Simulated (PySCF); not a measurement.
**RuCl₂: quintet, from a bent start**

Where does quintet RuCl₂ go from a bent start, is the end point a minimum, and what are its modes, charges and moments?

The runs use PySCF 2.14.0; PBE0, basis Ru def2-SVP with ECP28, Cl def2-SVP, scalar-relativistic core potentials, no spin–orbit coupling, density fitting.

## Step 1: The starting structure

3 atoms, charge 0, spin multiplicity 5.

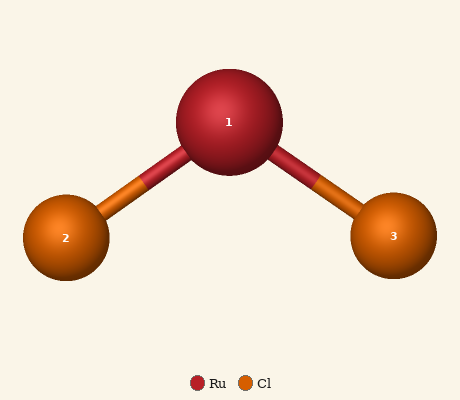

As it starts; ruthenium red, chlorine orange; atoms are numbered from 1 in the order of the file.

Z-matrix (Å, degrees; charge 0 multiplicity 5):
```
Ru
Cl 1 2.2400
Cl 1 2.2400 2 110.00
```

## Step 2: Relaxation: bent start, quintet

One driver script runs all steps and calls PySCF; scf.py shows how it sets up the SCF of each step. The optimiser is the driver's own. Before each start the driver seeks the lowest SCF state from one or more starting densities and follows internal instabilities, so scf.py alone need not reach the same state.

The program finds C2v symmetry in the start, which this walk keeps.

scf.py

```python
from pyscf import gto, scf, dft
mol = gto.M(atom='''
Ru     0.000000     0.000000    -0.522899
Cl     1.834900    -0.000000     0.761901
Cl    -1.834900     0.000000     0.761901''',
    basis={'Ru': 'def2-SVP', 'Cl': 'def2-SVP'},
    ecp={'Ru': 'def2-SVP'},
    charge=0, spin=4)
mf = dft.UKS(mol, xc='PBE0')
mf.grids.atom_grid = (50, 194)
aux = {'Ru': 'def2-universal-JKFIT', 'Cl': 'def2-universal-JKFIT'}
mf = mf.density_fit(auxbasis=aux)
mf.kernel()
```

Steps of the walk:

```tsv
step	energy (Eh)	change (kJ/mol)	largest symmetric gradient (Eh/bohr)
0	-1014.706147	0.00	0.01263
1	-1014.711309	-13.55	0.01137
2	-1014.720636	-38.04	0.02085
3	-1014.723348	-45.16	0.01888
4	-1014.726859	-54.38	0.01269
5	-1014.730170	-63.07	0.00443
6	-1014.731059	-65.41	0.00766
7	-1014.731459	-66.46	0.00127
8	-1014.731542	-66.68	0.00024
9	-1014.731547	-66.69	0.00010
10	-1014.731547	-66.69	0.00001
```

The walk needed 13 s of wall time on 4 threads, shared host.

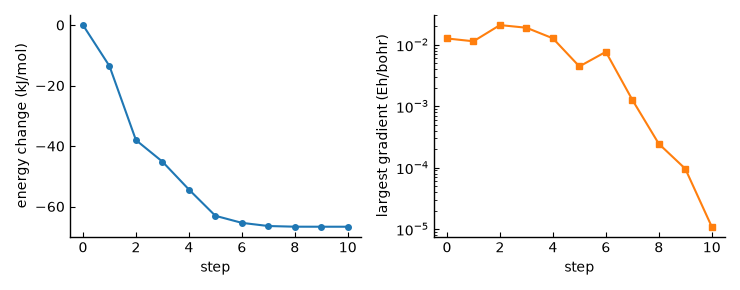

Energy and largest gradient along the walk.

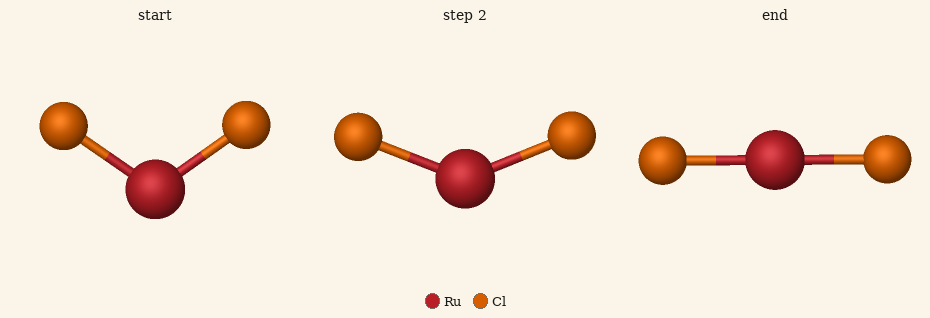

Start and end of the relaxation, with a step between.

It settles in D∞h symmetry, 66.7 kJ/mol below the start, after 10 steps: Ru–Cl 2.256 Å (×2); Cl–Ru–Cl 180.0°.

## Step 3: Is it a minimum? Harmonic modes

On the finer grid the gradient is checked again; gradients at displacements of ±0.01 bohr then give force constants and infrared intensities.

scf.py: that of step 2 with these lines changed.

```diff
@@ -3,3 +3,3 @@
-Ru     0.000000     0.000000    -0.522899
-Cl     1.834900    -0.000000     0.761901
-Cl    -1.834900     0.000000     0.761901''',
+Ru     0.000000     0.000000     0.000000
+Cl     2.255525     0.000000     0.000000
+Cl    -2.255525     0.000000     0.000000''',
@@ -10 +10 @@
-mf.grids.atom_grid = (50, 194)
+mf.grids.atom_grid = (75, 302)
```

This SCF starts from the last density.

SCF at the final geometry:

```text
init E= -1014.73151647037
[... the frontier-level lines of each cycle are left out ...]
cycle= 1 E= -1014.73151647035  delta_E= 1.27e-11  |g|= 5.4e-06  |ddm|= 1.02e-05
Extra cycle  E= -1014.7315164703  delta_E= 4.89e-11  |g|= 1.04e-05  |ddm|= 1.83e-05
converged SCF energy = -1014.7315164703  <S^2> = 6.0084437  2S+1 = 5.0033763
```

The whole step took 8.7 s.

Geometry: D∞h; Ru–Cl 2.256 Å (×2); Cl–Ru–Cl 180.0°.

Harmonic modes (main isotopes):

```json
{"symmetry": "πu", "ω (cm⁻¹)": "63", "IR (km/mol)": "14.1", "μ (u)": "47.73", "type": "bend"}
{"symmetry": "σg+", "ω (cm⁻¹)": "353", "IR (km/mol)": "0.0", "μ (u)": "34.97", "type": "stretch"}
{"symmetry": "σu+", "ω (cm⁻¹)": "431", "IR (km/mol)": "130", "μ (u)": "47.73", "type": "stretch"}
```

Every mode is real; the point is a minimum.

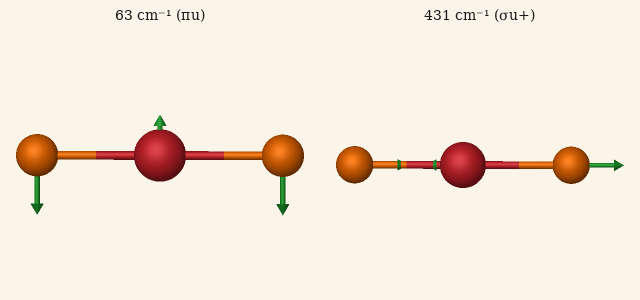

Displacements of 2 of the modes, as arrows (one member where a mode is degenerate).

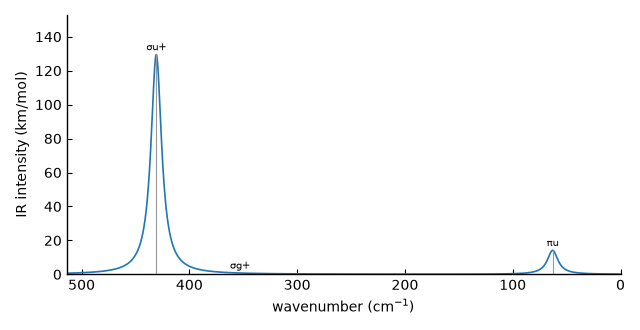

The harmonic infrared spectrum (widths in cm⁻¹). Lines are broadened to a width of 12 cm⁻¹ (Lorentzian).

Constants and moments:

* Dipole moment: 0.00 D
* Highest occupied level: -7.83 eV
* Lowest empty level: -4.13 eV
* Rotational constants: 0.04738 cm⁻¹
* Zero-point energy: 5.4 kJ/mol
* Principal polarisabilities: 33.1, 33.1, 87.0 bohr³
* Atomisation energy without zero-point energy: 745 kJ/mol
* Principal traceless quadrupole moments about the centre of mass: -10.48, 5.24, 5.24 D Å
* Entropy at 298.15 K and 1 bar (electronic part: spin only): 303.6 J/(mol K)
* Heat capacity Cp at 298.15 K: 58.0 J/(mol K)
* Enthalpy at 298.15 K above 0 K: 14.60 kJ/mol
* Rotational symmetry number: 2
* Spin squared ⟨S²⟩: 6.008

Charges (e) and bond orders:

```csv
atom,Mulliken,Löwdin,polar tensor,spin (Mulliken),Mayer order to Ru1
Ru1,0.45,-0.16,1.15,3.57,–
"Cl2,3",-0.23,0.08,-0.57,0.22,1.22
```

Mulliken populations on Ru1 (outside its core potential): s 2.55, p 6.39, d 6.61, f 0.01.

## Step 4: Results

| quantity | value |
| --- | --- |
| minimum | quintet, D∞h |
| geometry | Ru–Cl 2.256 Å (×2); Cl–Ru–Cl 180.0° |
| wavenumbers (cm⁻¹) | 63 (πu), 353 (σg+), 431 (σu+) |
| dipole moment | 0.00 D |
| highest occupied, lowest empty level (either spin) | -7.83, -4.13 eV |
| polar-tensor charge of Ru1 | +1.15 e |
| zero-point energy | 5.4 kJ/mol |
| entropy at 298.15 K | 303.6 J/(mol K) |
| atomisation energy (no zero-point energy) | 745 kJ/mol |
| ⟨S²⟩ | 6.008 |

What this shows: The bent start (C2v) ends in a minimum of D∞h symmetry. The strongest infrared band lies at 431 cm⁻¹ (σu+, stretch). Ru1 has a polar-tensor charge of +1.1 e (a dipole derivative, not a static charge), yet symmetry cancels the bond dipoles. Most of the spin sits on Ru1 (Mulliken spin 3.57, against 4 for the whole molecule). Only this shape and spin were tried, so other structures or states may lie lower. Take wavenumbers under 90 cm⁻¹ as rough. One determinant may miss the lowest occupation of an open d or f shell.

The search up to here took 28 s.
